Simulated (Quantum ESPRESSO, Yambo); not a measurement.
# Quasiparticle gap of SiC (Moissanite) in Yambo, part 3 of 3

How does a plane-wave GW calculation on SiC (Moissanite) run from the first input to the gap?

Quantum ESPRESSO 7.5 and Yambo 5.3.0; PBE and many-body steps on it, plane waves. Known limits of the many-body steps: not at the basis limit.

So far. Step 3 (Bands along the symmetry lines): The gap is 2.329 eV, as in the run before at this level. Step 4 (Empty states on the mesh, 6×6×4 mesh, 273 bands): On this mesh the gap is 2.329 eV.

**6. Screening and self-energy, 6×6×4 mesh, 273 bands, screening to 217.7 eV**

G0W0 replaces the xc potential by the self-energy, built once from these orbitals. Only a window of levels is corrected, while the sums run over the empty bands that the input names.

This step: G0W0 on PBE, plane waves, norm-conserving pseudopotentials.

File gw3.in:

```
HF_and_locXC
gw0
dyson
ppa
em1d
rim_cut
RandQpts= 1000000
RandGvec= 1 RL
EXXRLvcs= 74 Ry
VXCRLvcs= 296 Ry
Chimod= "HARTREE"
% BndsRnXp
 1 | 273 |
%
NGsBlkXp= 16 Ry
% LongDrXp
 1 | 1 | 1 |
%
% GbndRnge
 1 | 273 |
%
DysSolver= "n"
ExtendOut
PPAPntXp= 27.21138 eV
% QPkrange
 1 | 1 | 7 | 10 |
 19 | 19 | 7 | 10 |
 10 | 10 | 7 | 10 |
%
```

On the command line:

```console
> OMP_NUM_THREADS=1 mpirun -n 8 yambo -F gw3.in -J gw3 -C gw3 > gw3.log
```

What it wrote:

```text
 Yambo, version 5.3.0

 [02] CORE Variables Setup
 =========================

  [... cell, symmetries and grids as in the set-up ...]

  [02.05] Energies & Occupations
  ==============================

  [X] === General ===
  [X] Electronic Temperature                        :  0.000000  0.000000 [eV K]
  [X] Bosonic    Temperature                        :  0.000000  0.000000 [eV K]
  [X] Finite Temperature mode                       : no
  [X] El. density                                   :  0.38681E+24 [cm-3]
  [X] Fermi Level                                   :  9.800985 [eV]

  [X] === Gaps and Widths ===
  [X] Conduction Band Min                           :  2.329375 [eV]
  [X] Valence Band Max                              :  0.000000 [eV]
  [X] Filled Bands                                  :   8
  [X] Empty Bands                                   :    9  273
  [X] Direct Gap                                    :  4.082938 [eV]
  [X] Direct Gap localized at k                     :  10
  [X] Indirect Gap                                  :  2.329375 [eV]
  [X] Indirect Gap between kpts                     :   1  19
  [X] Last valence band width                       :  4.041689 [eV]
  [X] 1st conduction band width                     :  3.376941 [eV]

 [03] Transferred momenta grid and indexing
 ==========================================

 IBZ Q-points                                      :  24
 BZ  Q-points                                      :  144

 K/Q-points units:
 rlu = crystal or reduced units; cc = cartesian coordinates; iku = interal k-units

 Q [ 1]         [rlu]:  0.000000  0.000000  0.000000
 Q [ 2]         [rlu]:  0.000000  0.000000  0.250000
 Q [ 3]         [rlu]:  0.000000  0.000000 -0.500000
 Q [ 4]         [rlu]:  0.52648E-17  0.16667       0.0000
 Q [ 5]         [rlu]:  0.52648E-17  0.16667      0.25000
 Q [ 6]         [rlu]:  0.52648E-17  0.16667     -0.50000
 Q [ 7]         [rlu]:  0.10530E-16  0.33333       0.0000
 Q [ 8]         [rlu]:  0.10530E-16  0.33333      0.25000
 Q [ 9]         [rlu]:  0.10530E-16  0.33333     -0.50000
 Q [10]         [rlu]: -0.15794E-16 -0.50000       0.0000
     [... 12 further rows ...]
 Q [23]         [rlu]: -0.10530E-16 -0.33333      0.25000
 Q [24]         [rlu]: -0.166667 -0.333333  0.250000

 [04] Coloumb potential Random Integration (RIM)
 ===============================================

  [04.01] RIM initialization
  ==========================

  * Diagonal components only detected *

  8 x (sBL volume)        :  0.049368 [a.u.]
  sBZ random points       :  1000000
  Points outside the sBZ  :   7980387
  RL volume               :  0.888629 [a.u.]
  Integrated volume       :  0.890813 [a.u.]

  [04.02] RIM integrals
  =====================

  Gamma point sphere radius             :  0.066543 [a.u.]
  Points outside the sphere             :   800052
  [Int_sBZ(q=0) 1/q^2]*(Vol_sBZ)^(-1/3) =:  7.695808
                                 should be <:  7.795600

  Summary of Coulomb integrals for non-metallic bands |Q|[au] RIM/Bare

  Q [1] 0.100000E-4 0.987199 * Q [2] 0.164665 0.990669
  Q [4] 0.208024 1.087162 * Q [5] 0.265308 1.047720
  Q [22] 0.265308 1.048576 * Q [3] 0.329330 1.005629
  Q [13] 0.360308 1.031354 * Q [6] 0.389528 1.013153
  Q [14] 0.396152 1.024294 * Q [7] 0.416047 1.023896
  Q [23] 0.447448 1.020214 * Q [8] 0.447448 1.019652
  Q [15] 0.488139 1.012742 * Q [9] 0.530616 1.011765
  Q [16] 0.550379 1.014679 * Q [24] 0.574484 1.013582
  Q [17] 0.574484 1.013149 * Q [10] 0.624071 1.012328
  Q [18] 0.641386 1.009561 * Q [11] 0.645430 1.011360
  Q [12] 0.705637 1.008844 * Q [19] 0.720615 1.009561
  Q [20] 0.739189 1.009023 * Q [21] 0.792303 1.007466

 [05] Dipoles
 ============

  [05.01] Setup: observables and procedures
  =========================================

  [WARNING] [x,Vnl] slows the Dipoles computation. To neglect it rename the ns.kb_pp file

 [06] Dynamic Dielectric Matrix (PPA)
 ====================================

 [SLK-Inversion]  Pools        :  2
 [SLK-Inversion]  BLACS grid   :  2  2

 [WR./gw3//ndb.pp]---------------------------------------------------------------
  Brillouin Zone Q/K grids (IBZ/BZ)                :   24  144   24  144
  RL vectors                                       :   3863 [WF]
  Coulomb cutoff potential                         : none
  Electronic Temperature                           :  0.000000 [K]
  Bosonic    Temperature                           :  0.000000 [K]
  PPA    diel. fun.  energies                      : Perdew, Burke & Ernzerhof(X)+Perdew, Burke & Ernzerhof(C)
  wavefunctions                                    : Perdew, Burke & Ernzerhof(X)+Perdew, Burke & Ernzerhof(C)
  Global Gauge                                     : length
  X matrix size                                    :   325
  X band range                                     :    1  273
  X e/h energy range                               : -1.000000 -1.000000 [eV]
  X Time ordering                                  : R
  X Hxc Kernel                                     : HARTREE
  X Drude frequency                                :  0.000000  0.000000
  X poles                                          :  100.0000 [o/o]
  RL vectors in the sum                            :   3863
  [r,Vnl] included                                 : yes
  Field direction                                  :  0.577350E-5  0.577350E-5  0.577350E-5
  BZ energy Double Grid                            : no
  BZ energy DbGd points                            : 0
  BZ Q point size factor                           : -1.000000
  X Optical Averaged directions                    : none

 [07] Local Exchange-Correlation + Non-Local Fock
 ================================================

 [VXC] Plane waves :  23969
 [EXS] Plane waves :  3009

 QP @ state[ 1 ] K range:  1  1
 QP @ state[ 1 ] b range:   7  10
 QP @ state[ 2 ] K range:  10  10
 QP @ state[ 2 ] b range:   7  10
 QP @ state[ 3 ] K range:  19  19
 QP @ state[ 3 ] b range:   7  10

 [xc] Functional : Perdew, Burke & Ernzerhof(X)+Perdew, Burke & Ernzerhof(C)
 [xc] LIBXC used to calculate xc functional
  PP Number of Atomic Species                      :  2
  NLCC RL compoments                               :  23969
  PP Number of Atomic Species                      :  2
  NLCC RL compoments                               :  23969

 [xc] E_xc :  -6.098306 [Ha]
      E_xc :  -12.19661 [Ry]

  Local XC kind (lXC) : Perdew, Burke & Ernzerhof(X)+Perdew, Burke & Ernzerhof(C)
  Non-Local XC kind (nlXC) : Hartree-Fock

  Corrections @ K [1] :  [eV]
 <7|nlXC|7> = -17.61870 -0.98525E-17 <7|lXC|7> = -15.05519  0.15105E-14
 <8|nlXC|8> = -17.20569 -0.11706E-17 <8|lXC|8> = -14.88224  0.000000
 <9|nlXC|9> = -7.046528 -0.86160E-18 <9|lXC|9> = -12.18814  0.000000
 <10|nlXC|10> = -7.235779  0.11432E-17 <10|lXC|10> = -12.74597  0.000000

  Corrections @ K [10] :  [eV]
 <7|nlXC|7> = -15.99155 -0.86749E-17 <7|lXC|7> = -12.72520 -0.12981E-15
 <8|nlXC|8> = -17.61855 -0.14570E-16 <8|lXC|8> = -14.53465  0.000000
 <9|nlXC|9> = -6.101685 -0.33685E-18 <9|lXC|9> = -10.59236 -0.39829E-16
 <10|nlXC|10> = -6.972655  0.14058E-18 <10|lXC|10> = -11.76744 -0.17702E-16

  Corrections @ K [19] :  [eV]
 <7|nlXC|7> = -16.82061 -0.77834E-17 <7|lXC|7> = -12.97933  0.000000
 <8|nlXC|8> = -16.82049  0.22590E-16 <8|lXC|8> = -12.97933  0.000000
 <9|nlXC|9> = -5.568475  0.24684E-17 <9|lXC|9> = -9.841561  0.000000
 <10|nlXC|10> = -6.215598  0.26323E-17 <10|lXC|10> = -12.29095  0.18882E-15

 [08] Dyson equation: Newton solver
 ==================================

  [08.01] G0W0 (W PPA)
  ====================

  [  GW  ] Bands range     :    1  273
  [GW/PPA] G damping       :  0.100000 [eV]

  QP @ state[ 1 ] K range:  1  1
  QP @ state[ 1 ] b range:   7  10
  QP @ state[ 2 ] K range:  10  10
  QP @ state[ 2 ] b range:   7  10
  QP @ state[ 3 ] K range:  19  19
  QP @ state[ 3 ] b range:   7  10

   Sc/G bands                                       :    1  273
   Sc/G damping                                     :  0.100000 ev
   Sc bands terminator                              : no
   Sx RL components                                 :  3009

   QP @ state[ 1 ] K range                          :  1  1
   QP @ state[ 1 ] b range                          :   7  10
   QP @ state[ 2 ] K range                          :  10  10
   QP @ state[ 2 ] b range                          :   7  10
   QP @ state[ 3 ] K range                          :  19  19
   QP @ state[ 3 ] b range                          :   7  10
   GF energies kind                                 : Perdew, Burke & Ernzerhof(X)+Perdew, Burke & Ernzerhof(C)
   GF WF`s kind                                     : Perdew, Burke & Ernzerhof(X)+Perdew, Burke & Ernzerhof(C)
   Xs energies kind                                 : Perdew, Burke & Ernzerhof(X)+Perdew, Burke & Ernzerhof(C)
   Xs WF`s kind                                     : Perdew, Burke & Ernzerhof(X)+Perdew, Burke & Ernzerhof(C)

 [11] Game Over & Game summary
```

Elapsed: 13 min, on 8 MPI ranks of Intel Xeon Platinum 8488C (Sapphire Rapids), shared host; peak memory 6 GiB.

This step gave:

```
G0W0 gap on the points computed              : 3.073 eV
starting gap on the mesh                     : 2.329 eV
k of the valence top                         : 0, 0, 0
k of the conduction bottom                   : 0.3333, 0.3333, 0
least direct G0W0 gap on the computed points : 5.057 eV
Z at the valence top                         : 0.7966
Z at the conduction bottom                   : 0.8275
```

The gap on the mesh goes from 2.33 eV to 3.07 eV, a correction of +0.74 eV.

Limits: finite bands, cutoff and mesh. v1 is the top filled band, c1 the lowest empty one. The levels before and after the correction (eV, zero at the valence-band top of each column):

```tsv
	conduction bottom	valence top
Kohn-Sham	2.33	0.00
G0W0	3.07	0.00
```

```tsv
	level	energy (eV)
Kohn-Sham	Γ v2	-0.275
Kohn-Sham	Γ v1	0.000
Kohn-Sham	Γ c1	4.620
Kohn-Sham	Γ c2	6.019
Kohn-Sham	(0.333 0.333 0) v2-v1	-4.042
Kohn-Sham	(0.333 0.333 0) c1	2.329
Kohn-Sham	(0.333 0.333 0) c2	7.984
G0W0	Γ v2	-0.303
G0W0	Γ v1	0.000
G0W0	Γ c1	5.522
G0W0	Γ c2	6.877
G0W0	(0.333 0.333 0) v2-v1	-4.380
G0W0	(0.333 0.333 0) c1	3.073
G0W0	(0.333 0.333 0) c2	9.089
```

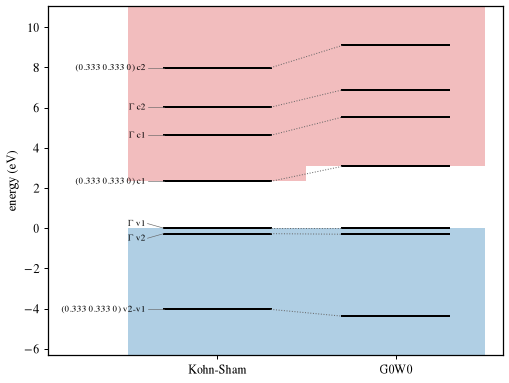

Levels before and after the correction. Shaded: valence and conduction bands.

**7. Where the time went**

Times are wall times on the hardware named with each run, good to a factor of about two.

```tsv
step	time	share	memory (GiB)
ground state	3.6 s	0 %	0.49
bands along the symmetry lines	3.5 s	0 %	0.47
empty states on the mesh	26 s	3 %	0.78
conversion and set-up	3.4 s	0 %	0.25
screening and self-energy	13 min	95 %	6.0
```

**8. Summary of results**

```yaml
pbe_gap: 2.33 eV, indirect
g0w0_gap_on_the_mesh: 3.07 eV
gw_settings: 6×6×4 mesh, 273 bands, screening to 217.7 eV, Godby-Needs plasmon pole
known_limits: not at the basis limit
```

**Reading.** G0W0 moves the gap on the mesh from 2.33 eV to 3.07 eV (+0.74 eV), with Z of 0.80 and 0.83 at the edges. Only 3 of the mesh's irreducible points were corrected, so a valley elsewhere could overtake. The dearest step here is «screening and self-energy». Against experiment, by G0W0@PBE: the gap of 3.07 eV lies −0.26 eV from the measured 3.33 eV (kind not stated, quoted 2020). The calculation has static nuclei and no excitons; a measured gap holds zero-point and thermal motion, which mostly lowers it. Bands and cutoff are finite, so the gap is not at the basis limit. The miss can reach some tenths of an eV and take either sign; the mesh is an error of its own. In the G0W0 run levels were corrected at 3 k points alone, so a gap called «on the mesh» is the least over those, and an edge elsewhere would be missed.

[Paths, hosts, dates, memory and timing lines, banners, echoed tables and standing remarks are left out of the program output.]

[Logs are printed without paths, hosts, clocks, repeated set-up lines and the standing remarks that a program may print on its own settings, such as how far it seeks lower states.]

[Runs of the session that timed out or met a known fault of the program may be left out.]

[Hosts, paths, dates, database ids (printed as entryN), source tags and the programs' standing remarks are cut or masked in the printed files.]
